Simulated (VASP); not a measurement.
Energy against volume of InAs (zinc blende). Computed with SCAN meta-GGA, VASP's PBE PAW potentials (set 64) (plane waves; VASP).

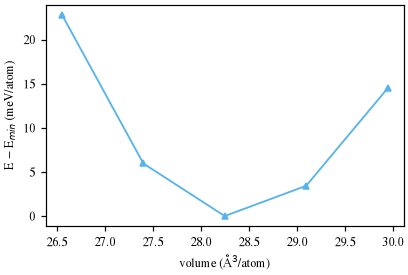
Fig. 1. Energy against volume

Problem. Estimate the equilibrium volume and the bulk modulus.

Solution. The minimum lies near 28.3 Å³/atom, and the curvature gives B0 of about 57 GPa.

Measured: bulk modulus 58.6 GPa at 0 K (computed value off by -2.6 %), as given by Daniel Mejia-Rodriguez et al., Physical Review B (2018), arXiv:1807.09216 [0 K value with the zero-point phonon effect removed]; a 6.047 Å at 0 K (computed value off by +0.8 %), as given by Daniel Mejia-Rodriguez et al., Physical Review B (2018), arXiv:1807.09216 [static lattice: zero-point anharmonic expansion removed].

The compound is InAs in the zinc blende structure. It was relaxed first.
